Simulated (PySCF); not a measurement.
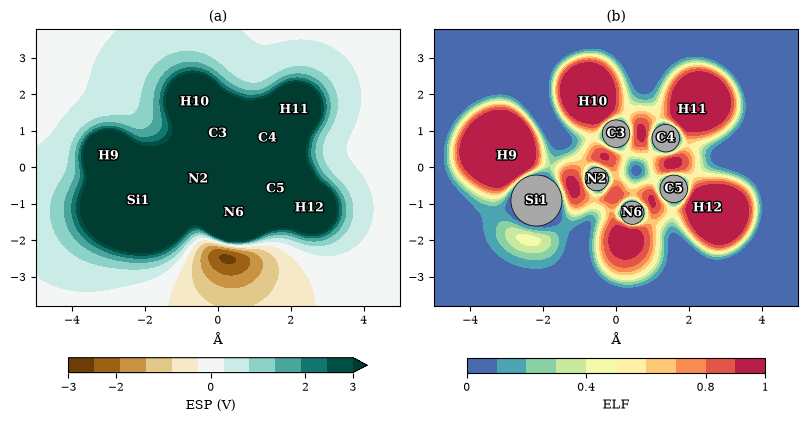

Figure 1: C$_{3}$H$_{6}$N$_{2}$Si. (a) molecular electrostatic potential; (b) ELF on the plane of atoms Si1, N2 and N6. Grey discs cover the atomic cores in the ELF map.

Geometry: GFN2-xTB.

Level of theory: PBE0/pcSseg-1, SCF density, gas phase, non-relativistic (PySCF).

Input

```
{"job": {"kind": "nmr", "xc": "PBE0", "basis": "pcSseg-1"}, "charge": 0, "multiplicity": 1}
Si     2.049078     0.021596    -0.233103
N      0.301519    -0.001400    -0.071187
C     -0.520852     0.111938     0.999722
C     -1.810065     0.023817     0.549266
C     -1.678518    -0.146638    -0.841476
N     -0.415881    -0.159589    -1.196223
H      2.388754     1.145168    -1.099638
H      2.447378    -1.262989    -0.799079
H      2.531004     0.204841     1.136825
H     -0.123789     0.245157     1.985766
H     -2.715106     0.074524     1.118743
H     -2.452324    -0.257110    -1.575643
```

Launched as:

```sh
OMP_NUM_THREADS=1 python probes_run.py task.json out
```

> What does the map show?

Atoms in the plane: Si, N, C and H.
C–N (1.31 Å): the ELF peaks at about 0.90 between the atoms, as expected for a covalent bond.
N–N (1.34 Å): the ELF peaks at about 0.90 between the atoms (localised, covalent bonding).
C–C (1.37 Å): the ELF peaks at about 0.95 between the atoms (localised, covalent bonding).
Si–N (1.76 Å): the ELF peaks at about 0.95 between the atoms; a polar covalent bond.
C–H (1.07 Å): the ELF climbs to about 1 towards the hydrogen, as it does in any bond to H: an ordinary covalent bond to hydrogen.
The ELF also peaks beside N6, away from the bonds: lone-pair regions.
Outside the dense part of the molecule the potential is most negative (−2.6 V) near N6.
